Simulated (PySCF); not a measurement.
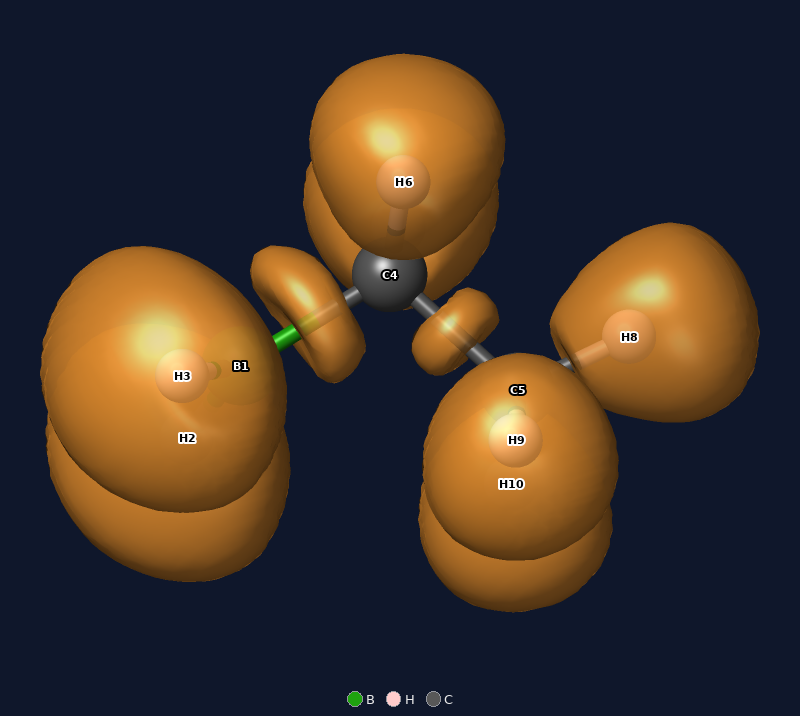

Figure 1: C₂H₇B. Isosurface of the electron localisation function at 0.8 (orange), seen across its widest extent. Core shells and regions of very low density are left out.

Geometry: PBE0-D3(BJ)/def2-SVP.

Method: PBE0/pcSseg-1, SCF density, gas phase, non-relativistic in PySCF.

```tsv
atom	x (Å)	y (Å)	z (Å)
B	0.5997	1.1357	0.5455
H	1.8103	1.1365	0.4816
H	0.0216	2.1950	0.4340
C	-0.1865	-0.2091	0.6412
C	-0.3232	-0.6990	-0.8149
H	-1.1907	-0.0901	1.0774
H	0.3558	-0.9717	1.2230
H	-0.8699	-1.6538	-0.8589
H	-0.8755	0.0194	-1.4417
H	0.6583	-0.8630	-1.2873
```

**Identify the bonds, lone pairs and shells in this picture.**

The ELF exceeds this value in one region between bonded B–C atoms (shared pairs), one region between bonded C–C atoms (shared pairs) and seven regions around hydrogen nuclei. Along the contacts the grid gives the following. C–C (1.54 Å): the ELF peaks at about 0.95 between the atoms: localised, covalent bonding. C–B (1.56 Å): the ELF peaks at about 1 between the atoms: localised, covalent bonding.
